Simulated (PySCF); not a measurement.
Energy and gradient calculation, with input and output: C₃H₅F

- system: C₃H₅F, SMILES C=CCF
- method: HF/def2-SVP, RHF (PySCF 2.14.0)

The geometry comes from this level: PBE0-D4/def2-TZVP. Figures and captions count atoms from 1; the log counts them from 0 in places.

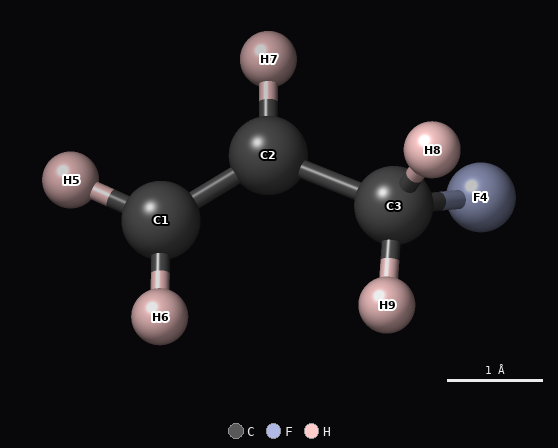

The input geometry (ball-and-stick view, seen at a tilt; atoms are numbered from 1 in the order of the input).

Input file (input.py)
```python
from pyscf import gto

system = gto.Mole()
system.atom = 'start.xyz'
system.max_memory = 1860
system.verbose = 3
system.basis = 'def2-svp'
system.build()

mf = system.RHF()
mf.conv_tol = 1e-10
mf.kernel()
if not mf.converged:
    mf = mf.newton().run(mf.mo_coeff, mf.mo_occ)

e_tot = mf.e_tot
print('E(%s) = %.9f' % ('HF', e_tot))
grad = mf.nuc_grad_method().kernel()
mf.analyze()
```

File start.xyz
```
9

C     -0.578000     1.122500    -0.608000
C      0.352500     0.215400    -0.353400
C      0.200500    -0.852800     0.668500
F      0.430500    -2.098200     0.102300
H     -0.422500     1.909200    -1.336700
H     -1.531700     1.114000    -0.089100
H      1.299800     0.230700    -0.886500
H      0.929800    -0.730800     1.477200
H     -0.806800    -0.852300     1.094700
```

Command:
```bash
OMP_NUM_THREADS=1 python input.py
```

Output
```
converged SCF energy = -215.755176062472
E(HF) = -215.755176062
--------------- RHF gradients ---------------
         x                y                z
0 C    -0.0029569717     0.0022063415    -0.0009038089
1 C     0.0019266362    -0.0058043197     0.0048806393
2 C    -0.0014524811     0.0172521076    -0.0014441062
3 F     0.0026223224    -0.0152641828    -0.0066246854
4 H     0.0002381937     0.0006843164    -0.0005064022
5 H    -0.0007166065    -0.0006005879     0.0010039296
6 H     0.0013004916    -0.0001932179    -0.0003920437
7 H     0.0025741897     0.0007845856     0.0028142607
8 H    -0.0035357744     0.0009349571     0.0011722168
----------------------------------------------
**** MO energy ****
MO #1   energy= -26.2598401231929  occ= 2
MO #2   energy= -11.3157389602933  occ= 2
MO #3   energy= -11.2470050459939  occ= 2
MO #4   energy= -11.244911673325   occ= 2
MO #5   energy= -1.55511032461891  occ= 2
MO #6   energy= -1.07259071867281  occ= 2
MO #7   energy= -0.930508188011179 occ= 2
MO #8   energy= -0.783195441061758 occ= 2
MO #9   energy= -0.704968425678752 occ= 2
MO #10  energy= -0.685753661090462 occ= 2
MO #11  energy= -0.670842330253476 occ= 2
MO #12  energy= -0.618755867972054 occ= 2
MO #13  energy= -0.572301096928938 occ= 2
MO #14  energy= -0.523300681525559 occ= 2
MO #15  energy= -0.501481833486358 occ= 2
MO #16  energy= -0.38782266831946  occ= 2
MO #17  energy= 0.150761751671397  occ= 0
MO #18  energy= 0.193151224102334  occ= 0
MO #19  energy= 0.207736746610057  occ= 0
MO #20  energy= 0.224796109315808  occ= 0
MO #21  energy= 0.267852395327969  occ= 0
MO #22  energy= 0.27902446549348   occ= 0
MO #23  energy= 0.336321598829554  occ= 0
MO #24  energy= 0.42431617467876   occ= 0
MO #25  energy= 0.504574528979655  occ= 0
MO #26  energy= 0.571385821891619  occ= 0
MO #27  energy= 0.60405277378501   occ= 0
MO #28  energy= 0.620323770356499  occ= 0
MO #29  energy= 0.700027547554144  occ= 0
MO #30  energy= 0.718054143562376  occ= 0
MO #31  energy= 0.755225692662042  occ= 0
MO #32  energy= 0.810481675682571  occ= 0
MO #33  energy= 0.844199488661779  occ= 0
MO #34  energy= 0.858183951726843  occ= 0
MO #35  energy= 0.872753720806845  occ= 0
MO #36  energy= 0.887206157952552  occ= 0
MO #37  energy= 0.892522552130446  occ= 0
MO #38  energy= 0.905225706801384  occ= 0
MO #39  energy= 0.942319599421628  occ= 0
MO #40  energy= 1.01529496399281   occ= 0
MO #41  energy= 1.10350058025715   occ= 0
MO #42  energy= 1.31752587868093   occ= 0
MO #43  energy= 1.37471075895074   occ= 0
MO #44  energy= 1.45340459655492   occ= 0
MO #45  energy= 1.47576308334849   occ= 0
MO #46  energy= 1.50665428477905   occ= 0
MO #47  energy= 1.59268682128277   occ= 0
MO #48  energy= 1.66809514971025   occ= 0
MO #49  energy= 1.71981126556379   occ= 0
MO #50  energy= 1.87125245480011   occ= 0
MO #51  energy= 1.88980373655665   occ= 0
MO #52  energy= 1.92361356160623   occ= 0
MO #53  energy= 1.98149888008424   occ= 0
MO #54  energy= 2.0023205537887    occ= 0
MO #55  energy= 2.04136031218595   occ= 0
MO #56  energy= 2.08195683084767   occ= 0
MO #57  energy= 2.09754125101506   occ= 0
MO #58  energy= 2.14536364009301   occ= 0
MO #59  energy= 2.17507105046572   occ= 0
MO #60  energy= 2.19141480632338   occ= 0
MO #61  energy= 2.22707743946191   occ= 0
MO #62  energy= 2.28838020672611   occ= 0
MO #63  energy= 2.40687254946938   occ= 0
MO #64  energy= 2.4834971274344    occ= 0
MO #65  energy= 2.52564142249128   occ= 0
MO #66  energy= 2.58394242133108   occ= 0
MO #67  energy= 2.70410658316715   occ= 0
MO #68  energy= 2.73430782922998   occ= 0
MO #69  energy= 2.84098579808551   occ= 0
MO #70  energy= 2.88078875427989   occ= 0
MO #71  energy= 3.05981259449826   occ= 0
MO #72  energy= 3.12623490416939   occ= 0
MO #73  energy= 3.14959979089204   occ= 0
MO #74  energy= 3.26949276706617   occ= 0
MO #75  energy= 3.38950154784912   occ= 0
MO #76  energy= 3.51514775506916   occ= 0
MO #77  energy= 3.52634088738108   occ= 0
MO #78  energy= 3.65374680730008   occ= 0
MO #79  energy= 3.76819098305309   occ= 0
MO #80  energy= 3.79774394306562   occ= 0
MO #81  energy= 4.19440171707278   occ= 0
 ** Mulliken atomic charges  **
charge of    0C =     -0.18752
charge of    1C =     -0.08463
charge of    2C =      0.18932
charge of    3F =     -0.37272
charge of    4H =      0.09928
charge of    5H =      0.09037
charge of    6H =      0.09417
charge of    7H =      0.08768
charge of    8H =      0.08405
Dipole moment(X, Y, Z, Debye): -0.33717,  2.01153,  0.74985
```

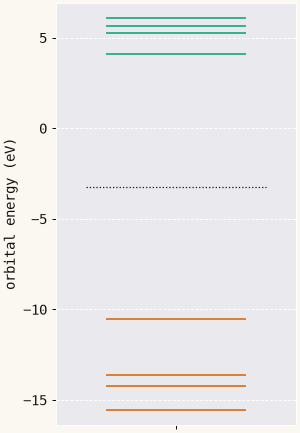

Orbital energies near the frontier; the dotted line parts filled from empty levels, and levels within 0.02 eV of each other stand side by side. Highest filled −10.55 eV, lowest empty 4.10 eV, 14.65 eV apart.

Summary

- outcome: converged
- total energy: −215.755176 hartree
- basis functions: 81
- largest force: 0.893 eV/Å
- HOMO: −10.55 eV
- LUMO: 4.10 eV
- dipole moment: 2.17 D
- hardware: 1 thread of Intel Xeon @ 2.50GHz (Skylake/Cascade Lake), 189 GiB of memory available, shared host
- wall time: 11 s
- peak memory: 0.16 GiB
